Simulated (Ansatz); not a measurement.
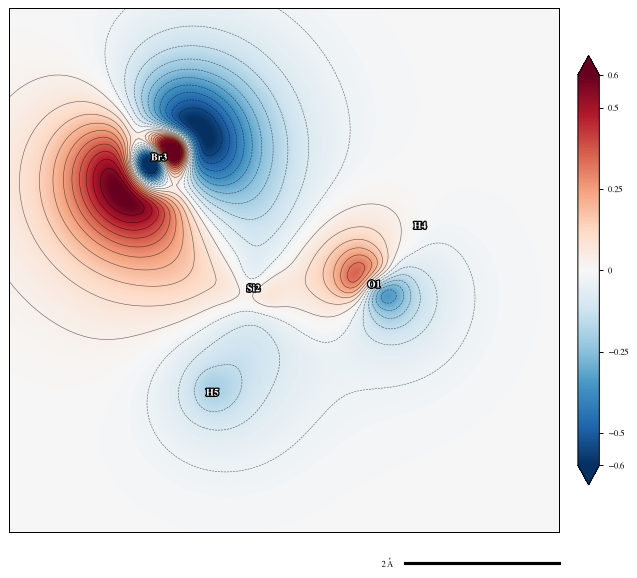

BrH$_{2}$OSi (SMILES O[SiH+]Br) (charge +1). One frontier orbital on the molecular plane (values in Å⁻³ᐟ²; the overall sign is arbitrary).

Geometry: PBE0-D4/def2-TZVP.

These are results of RKS PBE0-D4/def2-TZVPP (Ansatz), not measurements.

```xyz
5

O    -1.1289   -0.1371   -0.3600
Si    0.3184    0.3287    0.0204
Br    1.7712   -0.9235    0.8834
H    -1.5411   -1.0046   -0.2627
H     0.5805    1.7365   -0.2811
```

Q: Which orbital is it: HOMO or LUMO?

A: The HOMO, at −15.11 eV. Its weight (Hirshfeld) is mainly on Br3 (about 85 %); it is symmetric in the molecular plane (an in-plane orbital: σ, lone-pair or in-plane π type); largely a lone pair of Br3.
